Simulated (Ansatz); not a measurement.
# GaGe (quartet): correlated methods under varied settings at distance Ge1–Ga2 = 6.694 Å

What do other methods and options give for GaGe (quartet) at this geometry, and how long do they take?

Method: the settings change from run to run; program: Ansatz 0.2.0, Gaussian basis.

22 further runs of the same task are left out: 3 for a known fault of the program, 13 that didn't finish, 6 set aside as unsound or not needed. Runs told in other sessions of the task aren't counted.

## (1) The geometry

The geometry derives from a PBE0/def2-TZVP stationary point (not a proven minimum). One bond is set to the value named and the two fragments are kept rigid. No spin-orbit coupling is included. The filled d shell of Ge, Ga may be among the frozen orbitals whatever the setting's name suggests.

2 atoms, charge 0, spin multiplicity 4.

Atoms are counted from 1 here; the program's logs count them from 0.

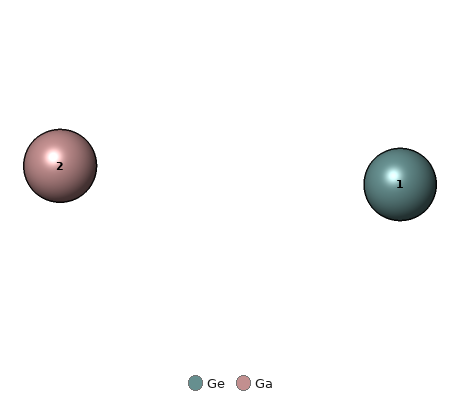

The geometry (germanium teal, gallium pink); atoms are numbered from 1 in the order of the file.

Geometry (Å):

```
Ge    0.00000    0.00000    0.00000
Ga    0.00000    0.00000    6.69400
```

## (2) CISD/pcseg-2

The input, in.yaml:

```yaml
crystal:
  periodic: [false, false, false]
  atoms:
    - {symbol: Ge, position_ang: [0.000000, 0.000000, 0.000000]}
    - {symbol: Ga, position_ang: [0.000000, 0.000000, 6.694000]}
basis:
  gaussian: {orbitals: pcseg-2}
magnetization: {spin_polarized: false, initial_magnetization: 3}
correlation: {active_space: {ras: {orbitals: [2, 3, 53], electrons: 7, max_holes: 2, max_particles: 2}, fixed_orbitals: true}}
output: {forces: true}
```

Run with:

```bash
$ ansatz run in.yaml --threads 1 --pin off --events-out ev --progress --plain --max-ram 2393MiB
```

Log (excerpt; [...] marks lines left out):

```text
Functional definition: HF
  name "HF"
  cite "Fock, Z. Phys. 61, 126 (1930) doi:10.1007/BF01340294"
  parent pbe
[...]
589 factors; integrals over basis functions are off by at most 4.0e-4 eV
[...]
mean field -108806.32841320 eV, -3998.5588176069 hartree, gradient 1.9e-9 eV, S^2 3.750000; 21 other end points of the search recorded, 0 dependent functions left out
reference -108806.32841320 eV, -3998.5588176069 hartree; 33, 30 occupied and 53, 56 virtual orbitals, 589 factors
state -108809.37243359 eV, -3998.6706832927 hartree
[...]
Total energy: -108809.37243359 eV, -3998.6706832927 hartree
Atom 0 at     0.000000     0.000000     0.000000 Å, force    -0.000000    -0.000000     0.013401 eV/Å
Atom 1 at     0.000000     0.000000     6.694000 Å, force     0.000000     0.000000    -0.013401 eV/Å
Dipole moment:     0.000000    -0.000000     0.026259 e Å
```

Wall time 33 s (1 thread of Arm Neoverse V2, shared host); peak memory 0.46 GiB.

From the report: 40,578 determinants.

## (3) CISDT/cc-pVDZ

The input, in.yaml:

```yaml
crystal:
  periodic: [false, false, false]
  atoms:
    - {symbol: Ge, position_ang: [0.000000, 0.000000, 0.000000]}
    - {symbol: Ga, position_ang: [0.000000, 0.000000, 6.694000]}
basis:
  gaussian: {orbitals: cc-pVDZ}
magnetization: {spin_polarized: false, initial_magnetization: 3}
correlation: {active_space: {ras: {orbitals: [2, 3, 21], electrons: 7, max_holes: 3, max_particles: 3}, fixed_orbitals: true}}
accuracy: high
```

Same command.

Log (excerpt; [...] marks lines left out):

```text
Functional definition: HF
  name "HF"
  cite "Fock, Z. Phys. 61, 126 (1930) doi:10.1007/BF01340294"
  parent pbe
[...]
918 factors; integrals over basis functions are off by at most 4.4e-9 eV
[...]
mean field -108804.13022195 eV, -3998.4780355683 hartree, gradient 1.7e-8 eV, S^2 3.750000; 26 other end points of the search recorded, 0 dependent functions left out
reference -108804.13022195 eV, -3998.4780355683 hartree; 33, 30 occupied and 21, 24 virtual orbitals, 918 factors
state -108806.95668159 eV, -3998.5819060441 hartree
Total energy: -108806.95668159 eV, -3998.5819060441 hartree
```

It took 26 s on 1 thread of Arm Neoverse V2, shared host.

From the report: 96,465 determinants.

## (4) CCSD on UHF/cc-pVTZ-DK

The input, in.yaml:

```yaml
crystal:
  periodic: [false, false, false]
  atoms:
    - {symbol: Ge, position_ang: [0.000000, 0.000000, 0.000000]}
    - {symbol: Ga, position_ang: [0.000000, 0.000000, 6.694000]}
basis:
  gaussian: {orbitals: cc-pVTZ-DK}
magnetization: {spin_polarized: true, initial_magnetization: 3}
correlation: {method: ccsd, electrons: outside_noble_gas}
```

Launched as before.

Log (excerpt; [...] marks lines left out):

```text
Functional definition: HF
  name "HF"
  cite "Fock, Z. Phys. 61, 126 (1930) doi:10.1007/BF01340294"
  parent pbe
[...]
562 factors; integrals over basis functions are off by at most 6.7e-4 eV
[...]
mean field -109913.59882066 eV, -4039.2502545462 hartree, gradient 3.2e-9 eV, S^2 3.772551; 23 other end points of the search recorded, 0 dependent functions left out
determinant -109913.59882066 eV, -4039.2502545462 hartree, with singles and doubles -109916.68365879 eV, -4039.3636202564 hartree
determinant -109913.59033373 eV, -4039.2499426571 hartree, with singles and doubles -109916.67515590 eV, -4039.3633077810 hartree
determinant -109913.58759527 eV, -4039.2498420207 hartree, with singles and doubles -109916.67221918 eV, -4039.3631998585 hartree
determinant -109913.58055523 eV, -4039.2495833038 hartree, with singles and doubles -109916.66573074 eV, -4039.3629614128 hartree
[...]
determinant -109913.59033373 eV, -4039.2499426571 hartree, with singles and doubles -109916.59630497 eV, -4039.3604100627 hartree
determinant -109913.58759527 eV, -4039.2498420207 hartree, with singles and doubles -109916.59383243 eV, -4039.3603191987 hartree
determinant -109913.58055523 eV, -4039.2495833038 hartree, with singles and doubles -109916.58712437 eV, -4039.3600726819 hartree
determinant -109913.57988024 eV, -4039.2495584985 hartree, with singles and doubles -109916.58783711 eV, -4039.3600988748 hartree
28 core orbitals not correlated: weight in the atoms' cores, before any rotation towards them, 1.000 or more for the frozen orbitals, at most 0.000 for the correlated occupied ones
reference -109913.59882066 eV, -4039.2502545462 hartree; 5, 2 occupied and 53, 56 virtual orbitals, 562 factors
second order -2.25984732 eV of doubles, -0.00000000 eV of singles
cycle   1  -3.00588410 eV  change    8.2e-7 eV  update   1.8e-6
Total energy: -109916.60470476 eV, -4039.3607187493 hartree
Relativity: scalar
```

Wall time 58 s (1 thread of Arm Neoverse V2, shared host).

From the report: ⟨S²⟩ of the determinant 3.773 (pure quartet: 3.75); correlation -3.0059 eV; T1 0.011; largest double amplitude 0.09.

## (5) The runs in one table

Where basis and cores are those of an earlier FCI/cc-pVDZ run (-108807.0571 eV), and the records show the same count of frozen orbitals and kind of state, the miss against it is given; a blank cell means that this couldn't be shown.

```csv
level,correlated,functions,energy (eV),from FCI (meV),time
CISD/pcseg-2,outside noble gas,86,-108809.3724,,33 s
CISDT/cc-pVDZ,outside noble gas,54,-108806.9567,100.5,26 s
CCSD on UHF/cc-pVTZ-DK,outside noble gas,86,-109916.6047,,58 s
```

## (6) Results

| quantity | value |
| --- | --- |
| runs | 3 |
| quickest | CISDT/cc-pVDZ, 26 s |
| slowest | CCSD on UHF/cc-pVTZ-DK, 58 s |

**Reading.** Total energies in different bases, with other cores or another treatment of relativity can't be set against each other. «valence» and «outside noble gas» are the program's key words; the logs give how many orbitals each freezes, and for Ga to Kr the 3d shell needn't follow the word's plain sense. CCSD on UHF/cc-pVTZ-DK took 2 times as long as CISDT/cc-pVDZ; the jobs differ in more than the method.
